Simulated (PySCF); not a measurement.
C4H9FSSi

Input

```
{"job": {"kind": "nmr", "xc": "PBE0", "basis": "pcSseg-1"}, "charge": 0, "multiplicity": 1}
C      1.883266     0.095385     0.483310
C      0.563226     0.073951    -0.278375
Si    -0.423701     1.702614    -0.200393
S     -2.377898     0.817515    -0.170833
C     -1.753160    -0.882342    -0.385180
C     -0.376962    -1.002778     0.251417
F      0.125092    -2.260838    -0.032529
H      2.547352     0.849179     0.067443
H      2.375857    -0.873261     0.416772
H      1.719161     0.324225     1.534389
H      0.774575    -0.176941    -1.323996
H     -0.216465     2.429073     1.045532
H     -0.229471     2.523120    -1.389276
H     -2.471054    -1.557708     0.076733
H     -1.693935    -1.101618    -1.451795
H     -0.453481    -0.950632     1.345370
```

Launched as:

```sh
OMP_NUM_THREADS=1 python probes_run.py task.json out
```

Geometry: GFN2-xTB.

Level of theory: PySCF 2.14.0, PBE0/pcSseg-1, SCF density, gas phase, non-relativistic.

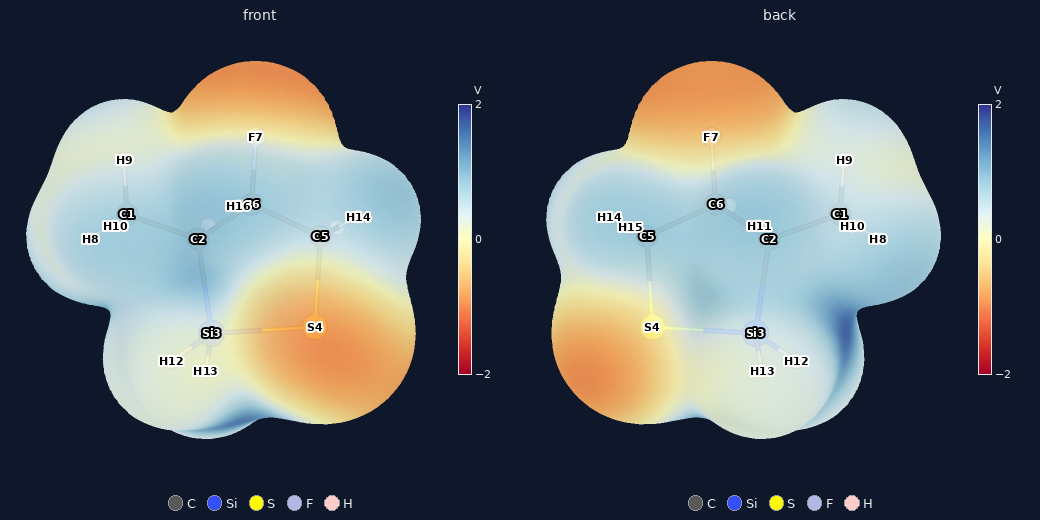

Figure 1. The electrostatic potential painted on the density surface at 0.002 e/bohr³, seen from the front and from behind; red is negative and blue positive.

Which sites attract a positive test charge, and which a negative one?

Answer. A positive charge is drawn to the negative regions and a negative charge to the positive ones. The most negative region (about −1.0 V) lies over S4 and F7, the most positive (about +1.6 V) over Si3.

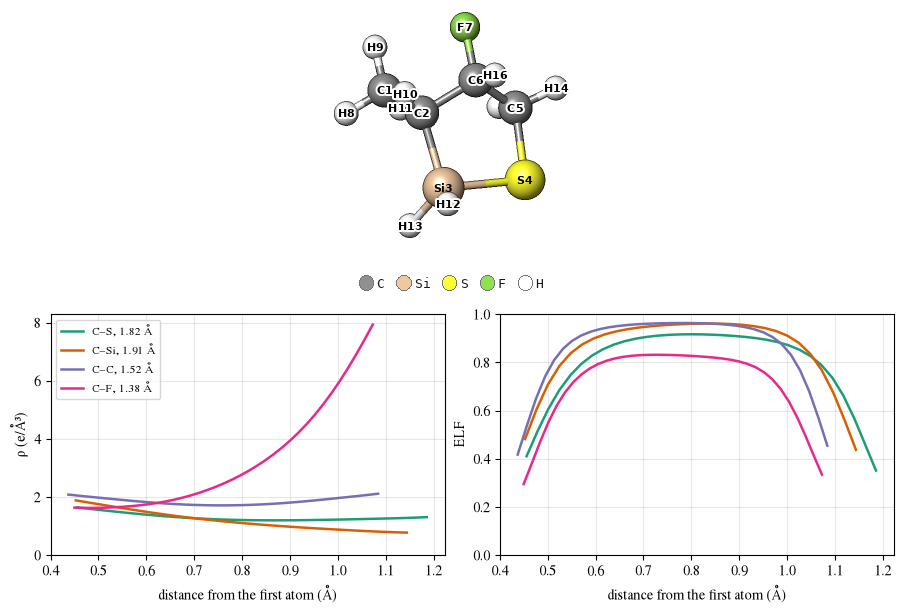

Figure 2. Total electron density and ELF along straight lines between neighbouring atoms. The curves leave out the atomic cores. The structure is drawn too.

What can be read from the curves?

Answer. C–S (1.82 Å): the density is about 1.2 e/Å³ at the midpoint; the ELF peaks at about 0.90 between the atoms: a covalent bond.
C–Si (1.91 Å): the density is about 0.92 e/Å³ at the midpoint; the ELF peaks at about 0.95 between the atoms (localised, covalent bonding).
C–C (1.52 Å): ρ is about 1.7 e/Å³ halfway; the ELF peaks at about 0.95 between the atoms, as expected for localised, covalent bonding.
C–F (1.38 Å): ρ at the midpoint is about 2.1 e/Å³, with its minimum of 1.6 e/Å³ about 0.5 Å from C; the ELF peaks at about 0.85 between the atoms (a shared but strongly polarised pair).
